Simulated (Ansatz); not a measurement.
# C₂H₂Li (SMILES [LiH-][C]#C) (charge −1): what the fields show

```yaml
atoms:
  - { symbol: C, position_ang: [0.0000, 0.0000, -0.4482] }
  - { symbol: C, position_ang: [0.0000, 0.0000, -1.6758] }
  - { symbol: Li, position_ang: [0.0000, 0.0000, 1.5735] }
  - { symbol: H, position_ang: [0.0000, 0.0000, -2.7438] }
  - { symbol: H, position_ang: [0.0000, 0.0000, 3.2943] }
```

Geometry: PBE0-D4/def2-TZVPD.

Theory: isolated molecule in a Gaussian basis; Kohn-Sham density functional theory, functional PBE0 (Ansatz 0.2.0).

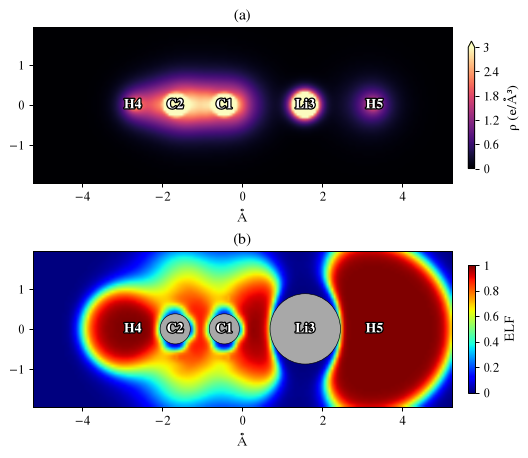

Figure 1. (a) electron density; (b) ELF on a plane that holds the molecular axis. Grey discs cover the atomic cores in the ELF map.

What do the fields say about this system?

Answer. The plane passes through C, Li and H nuclei.
C–C (1.23 Å): ρ at the midpoint is about 2.8 e/Å³; the ELF peaks at about 0.85 between the atoms: a multiple bond.
C–Li (2.02 Å): the density is about 0.44 e/Å³ at the midpoint; the ELF peaks at about 1 in the valence shell of C, 0.8 Å from its nucleus, and is about 0.90 at the midpoint.
C–H (1.07 Å): ρ at the midpoint is about 2 e/Å³; the ELF climbs to about 1 towards the hydrogen, as it does in any bond to H: a covalent bond by its length.
Li–H (1.72 Å): the density is about 0.22 e/Å³ at the midpoint; the ELF climbs to about 1 towards the hydrogen.

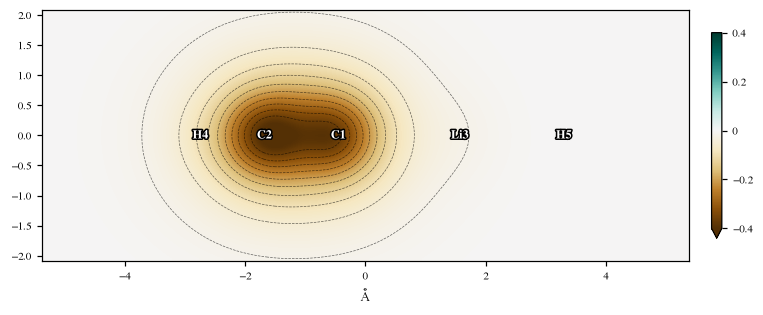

Figure 2. The HOMO−1 on a plane 0.8 Å above a plane that holds the molecular axis (values in Å⁻³ᐟ²; the overall sign is arbitrary).

Where does this orbital lie, and at what energy?

Answer. It lies mainly on C2 (about 50 %) and C1 (about 45 %); it vanishes on the molecular axis (π type); π-bonding across C2–C1. It is one of a degenerate set, so its orientation is arbitrary. Its energy is −2.59 eV.

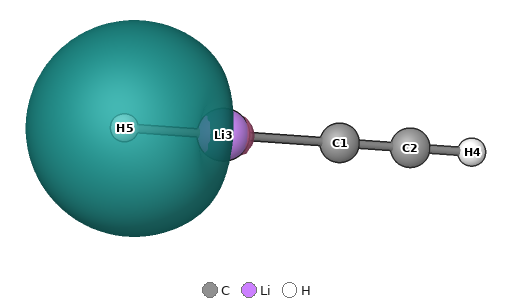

Figure 3. The HOMO at ±0.08 Å⁻³ᐟ² (teal and pink are the two phases), seen from one side.

What is the character of this orbital?

Answer. It lies mainly on H5 (about 75 %) and Li3 (about 25 %); it is of σ type. Its energy is −1.08 eV.
